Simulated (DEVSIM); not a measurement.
Structure: Pd/AlN/SiO2/p-Si capacitor, at 300 K.

| layer (left to right) | material | thickness (nm) | Na (cm⁻³) |
|---|---|---|---|
| 1 | AlN | 4.60 | - |
| 2 | SiO2 | 0.590 | - |
| 3 | Si | 1400 | 1.7e17 |

Metal gate on the left, work function 5.2 eV. Fixed charge at the semiconductor interface 0 cm⁻² (in units of +e); interface traps 3.4e11 cm⁻² eV⁻¹, uniform in energy, neutral level at 0.7 of the gap above the valence band.

Constants are typed, rounded textbook-type inputs, not results; the design itself was drawn at random and stands for no fabricated device. Values at 300 K.

```
parameter      AlN  SiO2       Si
-------------  ---  ----  -------
gap (eV)       6.1     9    1.124
affinity (eV)  1.9   0.9     4.05
permittivity   8.5   3.9     11.7
Nc (cm⁻³)        -     -  2.86e19
Nv (cm⁻³)        -     -   3.1e19
```

Simulated with DEVSIM: 1D Poisson equation in equilibrium, Boltzmann statistics, complete ionisation; no quantum confinement or tunnelling. Metal contacts follow the ideal Schottky-Mott rule: no Fermi-level pinning, no interface dipoles.

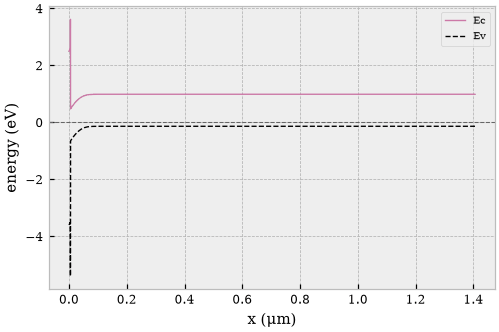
Figure: Band edges at 0.8 V on the gate

Energies count from the Fermi level of the right contact; mesh points crowd at the junctions.

| x (μm) | Ec (eV) | Ev (eV) | n (cm⁻³) | p (cm⁻³) | field (V/cm) |
|---|---|---|---|---|---|
| 0.000 | 2.500 | -3.600 | < 1e2 | < 1e2 | 210000 |
| 0.0009941 | 2.521 | -3.579 | < 1e2 | < 1e2 | 210000 |
| 0.002452 | 2.552 | -3.548 | < 1e2 | < 1e2 | 210000 |
| 0.003782 | 2.580 | -3.520 | < 1e2 | < 1e2 | 210000 |
| 0.004855 | 3.609 | -5.391 | < 1e2 | < 1e2 | 460000 |
| 0.005359 | 0.477 | -0.647 | 2.8e11 | 4.2e8 | 160000 |
| 0.006736 | 0.499 | -0.625 | 1.2e11 | 9.7e8 | 160000 |
| 0.01101 | 0.563 | -0.561 | 9.9e9 | 1.2e10 | 150000 |
| 0.01874 | 0.667 | -0.457 | 1.8e8 | 6.6e11 | 120000 |
| 0.03397 | 0.827 | -0.297 | 370000 | 3.2e14 | 85000 |
| 0.06497 | 0.972 | -0.152 | 1300 | 8.7e16 | 16000 |
| 0.1666 | 0.989 | -0.135 | 680 | 1.7e17 | ≈ 0 |
| 0.3350 | 0.989 | -0.135 | 680 | 1.7e17 | ≈ 0 |
| 0.6778 | 0.989 | -0.135 | 680 | 1.7e17 | ≈ 0 |
| 1.125 | 0.989 | -0.135 | 680 | 1.7e17 | ≈ 0 |
| 1.268 | 0.989 | -0.135 | 680 | 1.7e17 | ≈ 0 |
| 1.339 | 0.989 | -0.135 | 680 | 1.7e17 | ≈ 0 |
| 1.374 | 0.989 | -0.135 | 680 | 1.7e17 | ≈ 0 |
| 1.394 | 0.989 | -0.135 | 680 | 1.7e17 | ≈ 0 |
| 1.400 | 0.989 | -0.135 | 680 | 1.7e17 | ≈ 0 |
| 1.403 | 0.989 | -0.135 | 680 | 1.7e17 | ≈ 0 |
| 1.405 | 0.989 | -0.135 | 680 | 1.7e17 | ≈ 0 |
